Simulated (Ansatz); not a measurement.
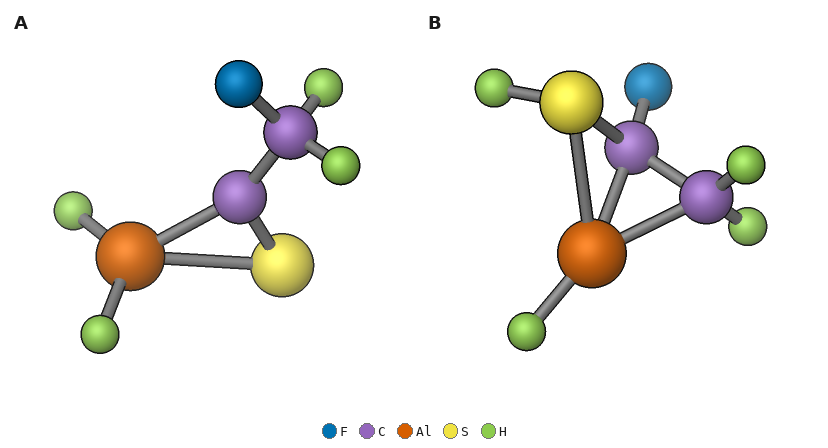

2 stationary structures of one formula. Geometries: PBE0-D4/def2-TZVP. Electronic energies: CCSD(T)/CBS (MP2 limit from def2-TZVPP and def2-QZVPP plus CCSD(T) − MP2) (Ansatz 0.2.0), without zero-point energy. No frequency run is at hand to confirm each as a minimum. Each is one conformer, not always the lowest.

### Which is lowest in energy, and by how much?

A is lowest; B lies 19.9 kcal/mol above it.

Give E(B) − E(A) in kcal/mol at these levels too: B2PLYP (frozen core)/def2-TZVPP; ωB97X-V/def2-TZVPP; RHF-CCSD(T) (frozen core)/def2-TZVPP; PBE0-D4/def2-TZVP; PBE0-D4/def2-TZVPP; r2SCAN-D4/def2-TZVPP; CCSD(T)/CBS (MP2 limit from def2-TZVPP and def2-QZVPP plus CCSD(T) − MP2); B3LYP-D4/def2-TZVPP.

```tsv
level	E(B) − E(A) (kcal/mol)
B2PLYP (frozen core)/def2-TZVPP	+21.5
ωB97X-V/def2-TZVPP	+18.9
RHF-CCSD(T) (frozen core)/def2-TZVPP	+21.0
PBE0-D4/def2-TZVP	+16.1
PBE0-D4/def2-TZVPP	+15.9
r2SCAN-D4/def2-TZVPP	+16.9
CCSD(T)/CBS (MP2 limit from def2-TZVPP and def2-QZVPP plus CCSD(T) − MP2)	+19.9
B3LYP-D4/def2-TZVPP	+21.5
```
